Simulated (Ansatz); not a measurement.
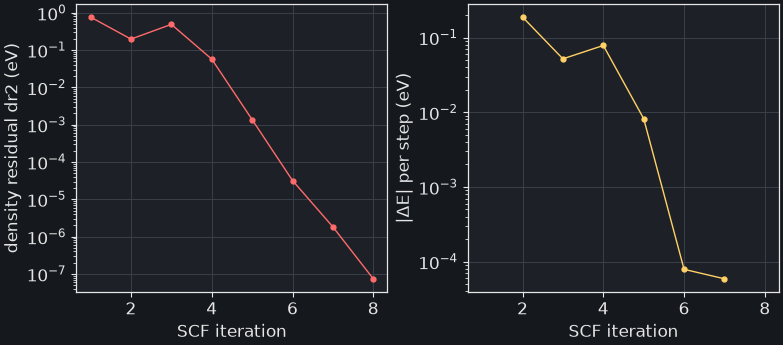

The plot shows the SCF iterations of a calculation: density residual dr2, step-to-step change of the Harris–Foulkes energy. Energy differences below 3 × 10⁻⁶ eV aren't drawn. The starting density is a sum of atomic densities corrected by a trained network.

Zr$_{2}$Al$_{3}$N (6 atoms in the cell, total charge +0.5), run with Ansatz.

```
crystal:
  lattice:
    - [5.2743911561, 0.0, 0.0]
    - [-2.637195578, 4.5677567307, 0.0]
    - [0.0, 0.0, 6.7902137639]
  atoms:
    - { symbol: Zr, position: [0.0, 0.0, 0.7805359012] }
    - { symbol: Zr, position: [0.0, 0.0, 0.2194640988] }
    - { symbol: Al, position: [0.5, 0.0, 0.0] }
    - { symbol: Al, position: [0.0, 0.5, 0.0] }
    - { symbol: Al, position: [0.5, 0.5, 0.0] }
    - { symbol: "N", position: [0.0, 0.0, 0.5] }
basis:
  ecutwfc: 420
kpoints:
  mp_grid: { grid: [12, 12, 6] }
hamiltonian:
  xc: pbe
scf:
  occupations: { method: gaussian, width: 0.1 }
  max_iter: 50
output:
  forces: true
  eigenvalues: true
  stress: true
total_charge: 0.5
```

Launched with:
```bash
ansatz run input.yaml --threads 1 --pin off --max-ram 2560MiB --backend cpu --events-out ev --progress --plain --runs-dir out
```

Q: Was self-consistency reached?

A: The run converged; it took 8 iterations. The residual comes down, with one marked jump up, by a factor of about 2, at step 3.

Q: What is the residual at the start and at the end?

A: It starts near 0.8 and ends near 7 × 10⁻⁸ eV.

Q: Is anything amiss with this input?

A: The input holds a fault (a charge that the system can't hold). The SCF closed all the same, which doesn't make the results meaningful for the real system.
